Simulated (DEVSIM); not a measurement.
Structure: Schottky contact on n-type Si, at 300 K.

```csv
layer (left to right),material,thickness (μm),Nd (cm⁻³),τn (s),τp (s)
1,Si,2.80,1.7e15,2.1e-5,2.1e-5
```

Left contact: Schottky, work function 4.86 eV, emission velocity 5.3e6 cm/s. Right contact: ohmic. Voltage is applied to the left contact. Recombination: SRH at mid-gap, Auger. Mobility is constant in doping.

This is a model device: material constants are rounded textbook-type values typed into the input, and sizes, dopings and lifetimes were drawn at random. Values at 300 K.

| parameter | Si |
|---|---|
| gap (eV) | 1.124 |
| affinity (eV) | 4.05 |
| permittivity | 11.7 |
| Nc (cm⁻³) | 2.86e19 |
| Nv (cm⁻³) | 3.1e19 |
| μn (cm²/Vs) | 1417 |
| μp (cm²/Vs) | 470 |
| Cn (cm⁶/s) | 2.8e-31 |
| Cp (cm⁶/s) | 9.9e-32 |

Model (solved in DEVSIM): 1D drift-diffusion, Boltzmann statistics, complete ionisation; no tunnelling, impact ionisation, image-force lowering or self-heating. Metal contacts follow the ideal Schottky-Mott rule: no Fermi-level pinning, no interface dipoles.

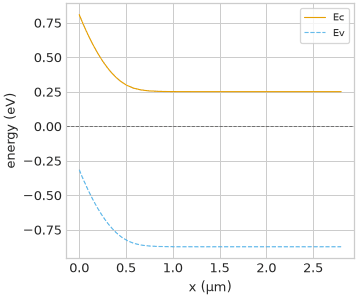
*Band edges at zero bias*

Energies count from the Fermi level of the right contact; mesh points crowd at the junctions.

```json
[
 {"x (μm)": "0.000", "Ec (eV)": "0.810", "Ev (eV)": "-0.314", "n (cm⁻³)": "710000", "p (cm⁻³)": "1.6e14", "field (V/cm)": "-17000"},
 {"x (μm)": "0.01062", "Ec (eV)": "0.792", "Ev (eV)": "-0.332", "n (cm⁻³)": "1400000", "p (cm⁻³)": "8.3e13", "field (V/cm)": "-16000"},
 {"x (μm)": "0.02586", "Ec (eV)": "0.768", "Ev (eV)": "-0.356", "n (cm⁻³)": "3600000", "p (cm⁻³)": "3.2e13", "field (V/cm)": "-16000"},
 {"x (μm)": "0.04773", "Ec (eV)": "0.733", "Ev (eV)": "-0.391", "n (cm⁻³)": "1.4e7", "p (cm⁻³)": "8.4e12", "field (V/cm)": "-15000"},
 {"x (μm)": "0.08775", "Ec (eV)": "0.673", "Ev (eV)": "-0.451", "n (cm⁻³)": "1.4e8", "p (cm⁻³)": "8.3e11", "field (V/cm)": "-14000"},
 {"x (μm)": "0.1365", "Ec (eV)": "0.606", "Ev (eV)": "-0.518", "n (cm⁻³)": "1.9e9", "p (cm⁻³)": "6.1e10", "field (V/cm)": "-13000"},
 {"x (μm)": "0.2065", "Ec (eV)": "0.520", "Ev (eV)": "-0.604", "n (cm⁻³)": "5.2e10", "p (cm⁻³)": "2.2e9", "field (V/cm)": "-11000"},
 {"x (μm)": "0.3492", "Ec (eV)": "0.386", "Ev (eV)": "-0.738", "n (cm⁻³)": "9.4e12", "p (cm⁻³)": "1.2e7", "field (V/cm)": "-7600"},
 {"x (μm)": "0.5117", "Ec (eV)": "0.297", "Ev (eV)": "-0.827", "n (cm⁻³)": "3.0e14", "p (cm⁻³)": "390000", "field (V/cm)": "-3500"},
 {"x (μm)": "0.7447", "Ec (eV)": "0.257", "Ev (eV)": "-0.867", "n (cm⁻³)": "1.4e15", "p (cm⁻³)": "85000", "field (V/cm)": "-550"},
 {"x (μm)": "1.079", "Ec (eV)": "0.252", "Ev (eV)": "-0.872", "n (cm⁻³)": "1.7e15", "p (cm⁻³)": "69000", "field (V/cm)": "-21"},
 {"x (μm)": "1.611", "Ec (eV)": "0.252", "Ev (eV)": "-0.872", "n (cm⁻³)": "1.7e15", "p (cm⁻³)": "68000", "field (V/cm)": "≈ 0"},
 {"x (μm)": "1.979", "Ec (eV)": "0.252", "Ev (eV)": "-0.872", "n (cm⁻³)": "1.7e15", "p (cm⁻³)": "68000", "field (V/cm)": "≈ 0"},
 {"x (μm)": "2.235", "Ec (eV)": "0.252", "Ev (eV)": "-0.872", "n (cm⁻³)": "1.7e15", "p (cm⁻³)": "68000", "field (V/cm)": "≈ 0"},
 {"x (μm)": "2.460", "Ec (eV)": "0.252", "Ev (eV)": "-0.872", "n (cm⁻³)": "1.7e15", "p (cm⁻³)": "68000", "field (V/cm)": "≈ 0"},
 {"x (μm)": "2.571", "Ec (eV)": "0.252", "Ev (eV)": "-0.872", "n (cm⁻³)": "1.7e15", "p (cm⁻³)": "68000", "field (V/cm)": "≈ 0"},
 {"x (μm)": "2.647", "Ec (eV)": "0.252", "Ev (eV)": "-0.872", "n (cm⁻³)": "1.7e15", "p (cm⁻³)": "68000", "field (V/cm)": "≈ 0"},
 {"x (μm)": "2.701", "Ec (eV)": "0.252", "Ev (eV)": "-0.872", "n (cm⁻³)": "1.7e15", "p (cm⁻³)": "68000", "field (V/cm)": "≈ 0"},
 {"x (μm)": "2.745", "Ec (eV)": "0.252", "Ev (eV)": "-0.872", "n (cm⁻³)": "1.7e15", "p (cm⁻³)": "68000", "field (V/cm)": "≈ 0"},
 {"x (μm)": "2.769", "Ec (eV)": "0.252", "Ev (eV)": "-0.872", "n (cm⁻³)": "1.7e15", "p (cm⁻³)": "68000", "field (V/cm)": "≈ 0"},
 {"x (μm)": "2.786", "Ec (eV)": "0.252", "Ev (eV)": "-0.872", "n (cm⁻³)": "1.7e15", "p (cm⁻³)": "68000", "field (V/cm)": "≈ 0"},
 {"x (μm)": "2.800", "Ec (eV)": "0.252", "Ev (eV)": "-0.872", "n (cm⁻³)": "1.7e15", "p (cm⁻³)": "68000", "field (V/cm)": "≈ 0"}
]
```
